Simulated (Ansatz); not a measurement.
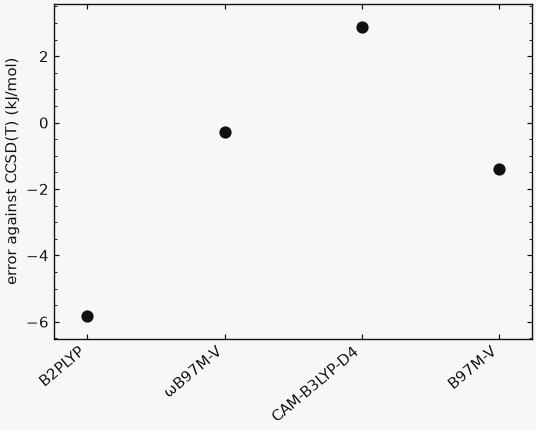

Error in the electronic atomisation energy (method less reference, so positive means overbinding) of HO, doublet: functionals in def2-TZVPP against frozen-core CCSD(T) at the limit (scheme: direct), which gives 448.1 kJ/mol, at a PBE0-D4/def2-TZVP geometry (a minimum by its frequencies), no zero-point or spin-orbit term, the Ansatz code. The reference leaves out core correlation, a term that grows with the number of heavy atoms. B2PLYP holds a correlation term that converges slowly with the basis, so part of the distance to the limit is basis error. No dispersion term is added to B2PLYP.

Question: What range do the values span?

Answer: From −5.8 kJ/mol (B2PLYP) to 2.9 kJ/mol (CAM-B3LYP-D4).

Question: Which of these levels overbind, and which underbind?

Answer: Overbind: none clearly. Underbind: B2PLYP. Within 5 kJ/mol of zero, too close to call in view of what the reference leaves out: ωB97M-V, CAM-B3LYP-D4 and B97M-V.
